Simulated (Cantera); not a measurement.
Charge: 1 mol C2H5OH, 1.6 mol H2O, 0.85 mol H2, equilibrated at 19.0 Pa.

Method: chemical equilibrium by Gibbs-energy minimisation in Cantera with the NASA 1993 tables (ideal gas, pure condensed phases). Candidate condensed phases: C, C6H6, C7H8, C8H18, H2O; 110 gas species. The numbers say what is thermodynamically allowed, not how fast it happens.

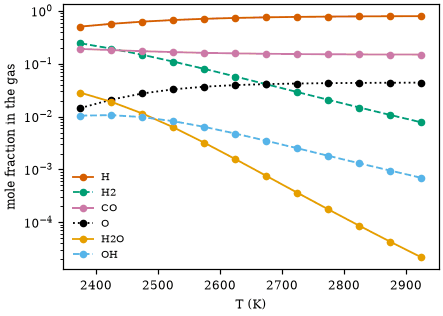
*Equilibrium gas composition (values under 1e-9 drawn at 1e-9)*

From 2375 K to 2925 K nothing is condensed. The main C-bearing gas is CO throughout.
